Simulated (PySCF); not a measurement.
# H8N2SSi2: NMR shifts at several levels of theory

Aim: compute the NMR shifts of H8N2SSi2 (`N[SiH](N)[SiH2]S`) at several levels, and see how far they spread and what each costs.

Computed with PySCF 2.14.0, with density-fitted response routines of our own, on a single molecule in the gas phase. Atoms are numbered from 0 throughout.

### 1 The molecule as given

13 atoms, charge 0, multiplicity 1; geometry from: PBE0-D3(BJ)/def2-SVP.

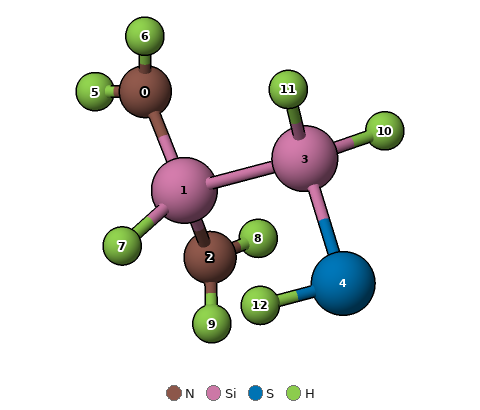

As it starts; nitrogen brown, silicon pink, sulfur blue, hydrogen green, atoms numbered.

### 2 Nuclear shieldings: HF/pcSseg-1

What the job is given:

```
{"job": {"kind": "nmr", "xc": "HF", "basis": "pcSseg-1", "pop": false}, "charge": 0, "multiplicity": 1}
N     -1.534708     1.268366     0.727410
Si    -0.586080    -0.130058     0.378672
N     -1.439828    -1.063568    -0.799016
Si     1.537136     0.598217    -0.323148
S      2.724102    -1.194042    -0.576235
H     -2.507482     1.164103     0.997016
H     -1.117036     2.090324     1.146971
H     -0.335202    -1.108224     1.495851
H     -1.615928    -0.664762    -1.715210
H     -1.232016    -2.053423    -0.871592
H      1.501835     1.199716    -1.692387
H      2.211930     1.587168     0.581939
H      2.398097    -1.710705     0.630058
```

Level: GIAO HF/pcSseg-1 NMR shielding, non-relativistic, gas phase.

On the command line:

```
OMP_NUM_THREADS=1 python probes_run.py task.json out
```

This one command runs all jobs of the session in turn.

Log:

```text
final grid: 100560 points
cycle   1  E = -1088.8862908765  dE =  1.907e-01  |g| = 4.389e-01  |ddm| = 3.164e+00
cycle   2  E = -1088.9493639218  dE = -6.307e-02  |g| = 1.617e-01  |ddm| = 5.935e-01
cycle   3  E = -1088.9569565029  dE = -7.593e-03  |g| = 5.622e-02  |ddm| = 2.147e-01
cycle   4  E = -1088.9580612497  dE = -1.105e-03  |g| = 1.155e-02  |ddm| = 7.669e-02
cycle   5  E = -1088.9581165381  dE = -5.529e-05  |g| = 3.105e-03  |ddm| = 1.967e-02
cycle   6  E = -1088.9581218567  dE = -5.319e-06  |g| = 8.542e-04  |ddm| = 7.092e-03
cycle   7  E = -1088.9581223754  dE = -5.186e-07  |g| = 2.188e-04  |ddm| = 2.615e-03
cycle   8  E = -1088.9581224148  dE = -3.948e-08  |g| = 5.203e-05  |ddm| = 7.638e-04
cycle   9  E = -1088.9581224168  dE = -1.916e-09  |g| = 2.051e-05  |ddm| = 1.383e-04
cycle  10  E = -1088.9581224170  dE = -2.560e-10  |g| = 6.816e-06  |ddm| = 4.760e-05
converged SCF energy = -1088.9581224170

GIAO shielding tensors (ppm)
atom      isotropic    diamagn.    paramagn.     s11        s22        s33       span
  0 N      251.050     320.098     -69.048    214.397    267.678    271.073     56.676
  1 Si     419.333     876.026    -456.693    388.867    413.454    455.679     66.812
  2 N      258.309     321.230     -62.921    219.925    268.294    286.708     66.782
  3 Si     445.095     877.509    -432.413    403.206    445.973    486.107     82.901
  4 S      813.726    1057.055    -243.329    690.641    743.120   1007.417    316.776
  5 H       30.778      29.611       1.167     23.018     26.363     42.954     19.936
  6 H       31.250      31.417      -0.167     23.577     27.647     42.525     18.948
  7 H       27.347      30.884      -3.538     24.577     25.828     31.635      7.058
  8 H       31.335      31.791      -0.455     24.379     26.784     42.843     18.464
  9 H       31.076      31.569      -0.494     23.574     26.842     42.811     19.237
 10 H       27.672      30.017      -2.345     24.462     25.771     32.785      8.323
 11 H       27.671      29.694      -2.023     23.270     26.321     33.422     10.151
 12 H       31.758      31.666       0.091     23.547     28.335     43.391     19.844
```

Wall time 10 s (1 thread of Arm Neoverse N1, shared host); peak memory 0.91 GiB.

The references, computed at this level on geometries of the same kind, shield at (ppm): 1H TMS 31.69, 29Si TMS 393.4, 15N NH3 265.7, 33S CS2 514. Their shielding less the atom's gives the shift. The references are single molecules in the gas phase, so shifts against H2O, NH3, PH3, H3PO4 or CFCl3 are not on the usual liquid scales and can be off by tens of ppm. Atoms listed in one row are averaged.

| atoms | environment | σ (ppm) | δ (ppm) |
| --- | --- | --- | --- |
| H7 | hydrogen on a silicon bonded to 2 N, Si | 27.35 | 4.34 |
| H10, H11 | hydrogen on a silicon bonded to S, Si | 27.67 | 4.01 |
| H5, H6, H8, H9 | hydrogen on a nitrogen bonded to Si | 31.11 | 0.58 |
| H12 | hydrogen on a sulfur bonded to Si | 31.76 | -0.07 |
| N0, N2 | nitrogen bonded to Si, 2 H | 254.7 | 11.0 |
| Si1 | silicon bonded to 2 N, Si, H | 419.3 | -25.9 |
| Si3 | silicon bonded to S, Si, 2 H | 445.1 | -51.7 |
| S4 | sulfur bonded to Si, H | 814 | -300 |

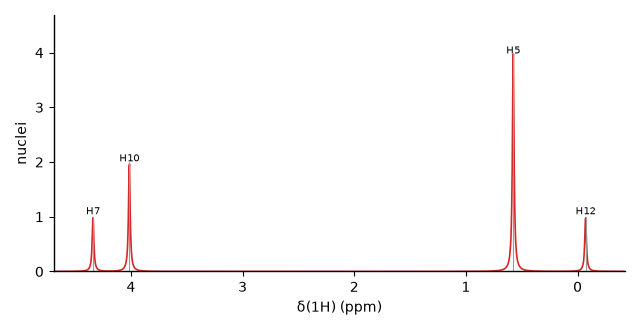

1H lines at the computed shifts, without couplings. Lines are broadened to a width of 0.02 ppm (Lorentzian).

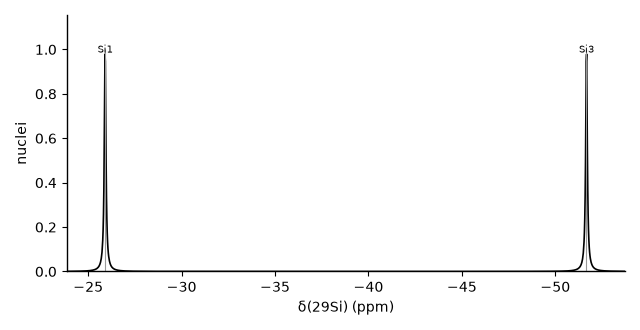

29Si lines at the computed shifts, without couplings. Lines are broadened to a width of 0.10 ppm (Lorentzian).

### 3 Nuclear shieldings: LDA/pcSseg-1

Settings changed since step 2:

```diff
@@ -1,2 +1,2 @@
-{"job": {"kind": "nmr", "xc": "HF", "basis": "pcSseg-1", "pop": false}, "charge": 0, "multiplicity": 1}
+{"job": {"kind": "nmr", "xc": "LDA", "basis": "pcSseg-1", "pop": false}, "charge": 0, "multiplicity": 1}
 N     -1.534708     1.268366     0.727410
```

With the program's defaults for keys left out, this is: GIAO LDA/pcSseg-1 NMR shielding, non-relativistic, gas phase.

Log:

```text
coarse grid: 11960 points
cycle   1  E = -1086.7922576986  dE =  2.367e-01  |g| = 7.316e-01  |ddm| = 3.265e+00
cycle   2  E = -1086.4004456898  dE =  3.918e-01  |g| = 1.466e+00  |ddm| = 2.707e+00
cycle   3  E = -1086.9044461055  dE = -5.040e-01  |g| = 1.359e-01  |ddm| = 2.281e+00
cycle   4  E = -1086.9095983102  dE = -5.152e-03  |g| = 6.395e-02  |ddm| = 2.845e-01
cycle   5  E = -1086.9104236649  dE = -8.254e-04  |g| = 2.302e-02  |ddm| = 8.326e-02
cycle   6  E = -1086.9105252165  dE = -1.016e-04  |g| = 9.611e-03  |ddm| = 3.071e-02
cycle   7  E = -1086.9105448717  dE = -1.966e-05  |g| = 1.663e-03  |ddm| = 1.175e-02
cycle   8  E = -1086.9105457294  dE = -8.578e-07  |g| = 5.224e-04  |ddm| = 3.271e-03
final grid: 100560 points
cycle   9  E = -1086.9226010527  dE = -1.508e-05  |g| = 4.494e-03  |ddm| = 1.526e-02
cycle  10  E = -1086.9225903853  dE =  1.067e-05  |g| = 8.418e-03  |ddm| = 1.094e-02
cycle  11  E = -1086.9226051408  dE = -1.476e-05  |g| = 6.957e-04  |ddm| = 8.486e-03
cycle  12  E = -1086.9226052760  dE = -1.352e-07  |g| = 1.764e-04  |ddm| = 1.286e-03
cycle  13  E = -1086.9226052851  dE = -9.085e-09  |g| = 4.867e-05  |ddm| = 2.896e-04
cycle  14  E = -1086.9226052857  dE = -6.526e-10  |g| = 1.421e-05  |ddm| = 8.349e-05
converged SCF energy = -1086.9226052857

GIAO shielding tensors (ppm)
atom      isotropic    diamagn.    paramagn.     s11        s22        s33       span
  0 N      236.624     316.684     -80.060    197.762    254.793    257.317     59.554
  1 Si     341.195     880.687    -539.492    304.099    336.773    382.713     78.614
  2 N      241.437     318.522     -77.084    202.268    254.206    267.838     65.571
  3 Si     382.400     882.032    -499.632    320.815    380.880    445.503    124.688
  4 S      776.952    1057.470    -280.518    665.133    702.972    962.751    297.617
  5 H       30.119      28.940       1.179     23.050     25.927     41.379     18.329
  6 H       30.429      30.665      -0.236     23.447     27.226     40.614     17.166
  7 H       25.232      29.843      -4.612     22.586     23.665     29.444      6.858
  8 H       30.625      31.009      -0.384     24.347     26.395     41.133     16.785
  9 H       30.140      30.775      -0.636     22.968     26.737     40.715     17.747
 10 H       26.231      29.202      -2.971     23.201     24.521     30.970      7.768
 11 H       25.926      28.845      -2.920     21.410     24.707     31.660     10.250
 12 H       31.059      30.570       0.489     22.909     28.083     42.186     19.277
```

Run time: 21 s. Hardware: 1 thread of Arm Neoverse N1, shared host; peak memory 0.93 GiB.

In short: δ N0 32.9, Si1 -22.8, Si3 -64.0, S4 -297, H7 5.60, H10 4.75 ppm (means over like atoms).

### 4 Shielding tensors: PBE/pcSseg-1

Settings changed since step 3:

```diff
@@ -1,2 +1,2 @@
-{"job": {"kind": "nmr", "xc": "LDA", "basis": "pcSseg-1", "pop": false}, "charge": 0, "multiplicity": 1}
+{"job": {"kind": "nmr", "xc": "PBE", "basis": "pcSseg-1", "pop": false}, "charge": 0, "multiplicity": 1}
 N     -1.534708     1.268366     0.727410
```

Level: GIAO PBE/pcSseg-1 NMR shielding, non-relativistic, gas phase.

Log:

```text
coarse grid: 11960 points
cycle   1  E = -1090.7711994060  dE =  2.415e-01  |g| = 7.267e-01  |ddm| = 3.274e+00
cycle   2  E = -1090.3984416322  dE =  3.728e-01  |g| = 1.431e+00  |ddm| = 2.604e+00
cycle   3  E = -1090.8826698324  dE = -4.842e-01  |g| = 1.257e-01  |ddm| = 2.196e+00
cycle   4  E = -1090.8872834016  dE = -4.614e-03  |g| = 5.807e-02  |ddm| = 2.695e-01
cycle   5  E = -1090.8879569058  dE = -6.735e-04  |g| = 2.239e-02  |ddm| = 7.636e-02
cycle   6  E = -1090.8880601293  dE = -1.032e-04  |g| = 7.948e-03  |ddm| = 2.889e-02
cycle   7  E = -1090.8880740400  dE = -1.391e-05  |g| = 1.468e-03  |ddm| = 1.018e-02
cycle   8  E = -1090.8880747110  dE = -6.710e-07  |g| = 4.545e-04  |ddm| = 2.893e-03
final grid: 100560 points
cycle   9  E = -1090.9186162339  dE = -5.082e-06  |g| = 1.379e-02  |ddm| = 2.619e-02
cycle  10  E = -1090.9185097363  dE =  1.065e-04  |g| = 2.576e-02  |ddm| = 3.856e-02
cycle  11  E = -1090.9186555882  dE = -1.459e-04  |g| = 1.569e-03  |ddm| = 2.754e-02
cycle  12  E = -1090.9186561272  dE = -5.390e-07  |g| = 4.435e-04  |ddm| = 2.459e-03
cycle  13  E = -1090.9186561943  dE = -6.709e-08  |g| = 6.753e-05  |ddm| = 8.006e-04
cycle  14  E = -1090.9186561956  dE = -1.307e-09  |g| = 3.070e-05  |ddm| = 1.446e-04
cycle  15  E = -1090.9186561958  dE = -2.092e-10  |g| = 1.162e-05  |ddm| = 4.125e-05
converged SCF energy = -1090.9186561958

GIAO shielding tensors (ppm)
atom      isotropic    diamagn.    paramagn.     s11        s22        s33       span
  0 N      235.872     316.468     -80.596    197.829    253.173    256.615     58.786
  1 Si     360.983     880.388    -519.405    325.686    357.151    400.112     74.426
  2 N      240.413     318.005     -77.591    202.480    252.062    266.699     64.219
  3 Si     396.297     881.565    -485.267    339.465    394.709    454.719    115.254
  4 S      768.470    1057.544    -289.074    656.877    692.940    955.594    298.717
  5 H       30.578      29.409       1.170     23.570     26.601     41.565     17.995
  6 H       30.874      31.145      -0.271     23.960     27.843     40.819     16.858
  7 H       25.861      30.440      -4.580     23.190     24.365     30.026      6.836
  8 H       31.089      31.492      -0.403     24.879     27.087     41.299     16.420
  9 H       30.629      31.244      -0.616     23.653     27.284     40.950     17.297
 10 H       26.824      29.798      -2.974     23.859     25.097     31.516      7.657
 11 H       26.505      29.408      -2.903     22.086     25.270     32.158     10.073
 12 H       31.634      31.130       0.504     23.597     28.728     42.577     18.980
```

Wall time 27 s (1 thread of Arm Neoverse N1, shared host); peak memory 0.93 GiB.

In short: δ N0 26.9, Si1 -26.4, Si3 -61.7, S4 -278, H7 5.34, H10 4.53 ppm (means over like atoms).

### 5 Shielding tensors: BLYP/pcSseg-1

Settings changed since step 4:

```diff
@@ -1,2 +1,2 @@
-{"job": {"kind": "nmr", "xc": "PBE", "basis": "pcSseg-1", "pop": false}, "charge": 0, "multiplicity": 1}
+{"job": {"kind": "nmr", "xc": "BLYP", "basis": "pcSseg-1", "pop": false}, "charge": 0, "multiplicity": 1}
 N     -1.534708     1.268366     0.727410
```

With the program's defaults for keys left out, this is: GIAO BLYP/pcSseg-1 NMR shielding, non-relativistic, gas phase.

Log:

```text
coarse grid: 11960 points
cycle   1  E = -1091.3108107053  dE =  2.557e-01  |g| = 7.874e-01  |ddm| = 3.278e+00
cycle   2  E = -1090.8470882605  dE =  4.637e-01  |g| = 1.579e+00  |ddm| = 2.891e+00
cycle   3  E = -1091.4398008693  dE = -5.927e-01  |g| = 1.377e-01  |ddm| = 2.474e+00
cycle   4  E = -1091.4451931627  dE = -5.392e-03  |g| = 6.783e-02  |ddm| = 3.007e-01
cycle   5  E = -1091.4461163697  dE = -9.232e-04  |g| = 2.552e-02  |ddm| = 8.942e-02
cycle   6  E = -1091.4462531154  dE = -1.367e-04  |g| = 9.126e-03  |ddm| = 3.279e-02
cycle   7  E = -1091.4462711710  dE = -1.806e-05  |g| = 1.766e-03  |ddm| = 1.146e-02
cycle   8  E = -1091.4462721243  dE = -9.533e-07  |g| = 5.330e-04  |ddm| = 3.403e-03
final grid: 100560 points
cycle   9  E = -1091.4752542962  dE = -9.104e-06  |g| = 9.271e-03  |ddm| = 1.900e-02
cycle  10  E = -1091.4752063221  dE =  4.797e-05  |g| = 1.758e-02  |ddm| = 2.458e-02
cycle  11  E = -1091.4752716195  dE = -6.530e-05  |g| = 1.277e-03  |ddm| = 1.780e-02
cycle  12  E = -1091.4752720438  dE = -4.243e-07  |g| = 2.254e-04  |ddm| = 1.928e-03
cycle  13  E = -1091.4752720594  dE = -1.556e-08  |g| = 7.778e-05  |ddm| = 4.391e-04
cycle  14  E = -1091.4752720610  dE = -1.666e-09  |g| = 2.040e-05  |ddm| = 1.263e-04
cycle  15  E = -1091.4752720611  dE = -8.367e-11  |g| = 9.444e-06  |ddm| = 2.951e-05
converged SCF energy = -1091.4752720611

GIAO shielding tensors (ppm)
atom      isotropic    diamagn.    paramagn.     s11        s22        s33       span
  0 N      232.631     315.863     -83.232    193.669    249.978    254.245     60.576
  1 Si     352.085     880.141    -528.056    317.358    348.100    390.798     73.441
  2 N      237.141     317.518     -80.377    198.155    250.227    263.040     64.886
  3 Si     381.940     881.333    -499.393    325.568    379.434    440.819    115.252
  4 S      745.530    1057.756    -312.226    631.091    667.231    938.268    307.177
  5 H       30.760      29.543       1.217     23.875     26.950     41.456     17.581
  6 H       31.049      31.306      -0.257     24.280     28.145     40.722     16.442
  7 H       26.195      30.830      -4.635     23.520     24.717     30.350      6.830
  8 H       31.292      31.715      -0.423     25.199     27.438     41.239     16.040
  9 H       30.805      31.472      -0.667     23.998     27.573     40.845     16.847
 10 H       27.148      30.182      -3.035     24.275     25.436     31.731      7.456
 11 H       26.778      29.712      -2.934     22.446     25.590     32.299      9.853
 12 H       32.002      31.661       0.341     24.143     29.282     42.582     18.439
```

Run time: 26 s. Hardware: 1 thread of Arm Neoverse N1, shared host; peak memory 0.93 GiB.

Key values: δ N0 27.7, Si1 -28.6, Si3 -58.5, S4 -264, H7 5.17, H10 4.40 ppm (means over like atoms).

### 6 Shielding tensors: BP86/pcSseg-1

Settings changed since step 5:

```diff
@@ -1,2 +1,2 @@
-{"job": {"kind": "nmr", "xc": "BLYP", "basis": "pcSseg-1", "pop": false}, "charge": 0, "multiplicity": 1}
+{"job": {"kind": "nmr", "xc": "BP86", "basis": "pcSseg-1", "pop": false}, "charge": 0, "multiplicity": 1}
 N     -1.534708     1.268366     0.727410
```

With the program's defaults for keys left out, this is: GIAO BP86/pcSseg-1 NMR shielding, non-relativistic, gas phase.

Log:

```text
coarse grid: 11960 points
cycle   1  E = -1091.4865554351  dE =  2.406e-01  |g| = 7.222e-01  |ddm| = 3.269e+00
cycle   2  E = -1091.1295603965  dE =  3.570e-01  |g| = 1.410e+00  |ddm| = 2.476e+00
cycle   3  E = -1091.5971559793  dE = -4.676e-01  |g| = 1.217e-01  |ddm| = 2.069e+00
cycle   4  E = -1091.6014867420  dE = -4.331e-03  |g| = 5.562e-02  |ddm| = 2.584e-01
cycle   5  E = -1091.6021046122  dE = -6.179e-04  |g| = 2.121e-02  |ddm| = 7.275e-02
cycle   6  E = -1091.6021975916  dE = -9.298e-05  |g| = 7.578e-03  |ddm| = 2.675e-02
cycle   7  E = -1091.6022101803  dE = -1.259e-05  |g| = 1.435e-03  |ddm| = 9.588e-03
cycle   8  E = -1091.6022108137  dE = -6.334e-07  |g| = 4.461e-04  |ddm| = 2.799e-03
final grid: 100560 points
cycle   9  E = -1091.6335544686  dE = -2.037e-05  |g| = 6.368e-03  |ddm| = 2.112e-02
cycle  10  E = -1091.6335341804  dE =  2.029e-05  |g| = 1.148e-02  |ddm| = 1.561e-02
cycle  11  E = -1091.6335624145  dE = -2.823e-05  |g| = 8.921e-04  |ddm| = 1.181e-02
cycle  12  E = -1091.6335625553  dE = -1.408e-07  |g| = 3.169e-04  |ddm| = 1.509e-03
cycle  13  E = -1091.6335625861  dE = -3.083e-08  |g| = 5.515e-05  |ddm| = 5.256e-04
cycle  14  E = -1091.6335625870  dE = -9.245e-10  |g| = 1.927e-05  |ddm| = 1.077e-04
converged SCF energy = -1091.6335625870

GIAO shielding tensors (ppm)
atom      isotropic    diamagn.    paramagn.     s11        s22        s33       span
  0 N      235.357     316.977     -81.620    197.410    252.776    255.886     58.477
  1 Si     360.623     880.425    -519.802    325.019    356.790    400.059     75.041
  2 N      239.929     318.514     -78.585    202.166    251.685    265.937     63.771
  3 Si     393.566     881.569    -488.004    337.042    391.848    451.807    114.766
  4 S      765.495    1057.682    -292.187    654.282    689.254    952.950    298.668
  5 H       30.634      29.431       1.203     23.634     26.703     41.564     17.930
  6 H       30.947      31.189      -0.241     24.044     27.953     40.846     16.802
  7 H       25.946      30.554      -4.608     23.269     24.455     30.113      6.843
  8 H       31.136      31.544      -0.409     24.944     27.169     41.293     16.349
  9 H       30.709      31.288      -0.579     23.793     27.355     40.978     17.184
 10 H       26.897      29.886      -2.989     23.940     25.178     31.574      7.634
 11 H       26.575      29.484      -2.909     22.163     25.353     32.208     10.045
 12 H       31.695      31.234       0.462     23.693     28.823     42.570     18.877
```

It took 25 s on 1 thread of Arm Neoverse N1, shared host; peak memory 0.93 GiB.

Key values: δ N0 25.5, Si1 -26.7, Si3 -59.7, S4 -275, H7 5.32, H10 4.53 ppm (means over like atoms).

### 7 Shielding tensors: OPBE/pcSseg-1

Settings changed since step 6:

```diff
@@ -1,2 +1,2 @@
-{"job": {"kind": "nmr", "xc": "BP86", "basis": "pcSseg-1", "pop": false}, "charge": 0, "multiplicity": 1}
+{"job": {"kind": "nmr", "xc": "OPBE", "basis": "pcSseg-1", "pop": false}, "charge": 0, "multiplicity": 1}
 N     -1.534708     1.268366     0.727410
```

Method: GIAO OPBE/pcSseg-1 NMR shielding, non-relativistic, gas phase.

Log:

```text
coarse grid: 11960 points
cycle   1  E = -1091.2412155836  dE =  2.056e-01  |g| = 6.590e-01  |ddm| = 3.292e+00
cycle   2  E = -1090.9798867620  dE =  2.613e-01  |g| = 1.227e+00  |ddm| = 2.232e+00
cycle   3  E = -1091.3387233177  dE = -3.588e-01  |g| = 1.058e-01  |ddm| = 1.800e+00
cycle   4  E = -1091.3421773797  dE = -3.454e-03  |g| = 4.308e-02  |ddm| = 2.190e-01
cycle   5  E = -1091.3425486607  dE = -3.713e-04  |g| = 1.791e-02  |ddm| = 5.671e-02
cycle   6  E = -1091.3426182796  dE = -6.962e-05  |g| = 5.601e-03  |ddm| = 2.263e-02
cycle   7  E = -1091.3426257001  dE = -7.420e-06  |g| = 1.052e-03  |ddm| = 7.727e-03
final grid: 100560 points
cycle   8  E = -1091.3622393712  dE = -1.531e-04  |g| = 1.306e-02  |ddm| = 4.927e-02
cycle   9  E = -1091.3622003840  dE =  3.899e-05  |g| = 1.635e-02  |ddm| = 3.418e-02
cycle  10  E = -1091.3622671775  dE = -6.679e-05  |g| = 3.341e-03  |ddm| = 2.471e-02
cycle  11  E = -1091.3622695833  dE = -2.406e-06  |g| = 9.114e-04  |ddm| = 4.325e-03
cycle  12  E = -1091.3622697684  dE = -1.851e-07  |g| = 1.582e-04  |ddm| = 1.142e-03
cycle  13  E = -1091.3622697763  dE = -7.876e-09  |g| = 4.173e-05  |ddm| = 2.809e-04
cycle  14  E = -1091.3622697768  dE = -4.702e-10  |g| = 8.091e-06  |ddm| = 6.151e-05
converged SCF energy = -1091.3622697768

GIAO shielding tensors (ppm)
atom      isotropic    diamagn.    paramagn.     s11        s22        s33       span
  0 N      240.640     317.369     -76.729    204.540    255.687    261.692     57.152
  1 Si     386.616     880.732    -494.116    352.324    383.216    424.309     71.985
  2 N      244.421     318.575     -74.154    209.225    253.326    270.712     61.487
  3 Si     419.269     881.702    -462.433    366.089    418.023    473.695    107.606
  4 S      782.134    1057.986    -275.853    674.915    709.670    961.815    286.900
  5 H       30.626      29.488       1.138     23.454     26.580     41.845     18.391
  6 H       30.928      31.207      -0.279     23.828     27.819     41.137     17.309
  7 H       25.987      30.406      -4.418     23.322     24.545     30.096      6.774
  8 H       31.094      31.513      -0.420     24.757     27.055     41.468     16.712
  9 H       30.716      31.257      -0.541     23.692     27.201     41.256     17.564
 10 H       26.874      29.746      -2.872     23.871     25.122     31.629      7.758
 11 H       26.616      29.402      -2.786     22.233     25.313     32.303     10.070
 12 H       31.510      30.831       0.679     23.376     28.474     42.680     19.304
```

Run time: 26 s. Hardware: 1 thread of Arm Neoverse N1, shared host; peak memory 0.93 GiB.

In short: δ N0 21.6, Si1 -26.3, Si3 -59.0, S4 -275, H7 5.24, H10 4.48 ppm (means over like atoms).

(Part 1 of 2 ends here.)
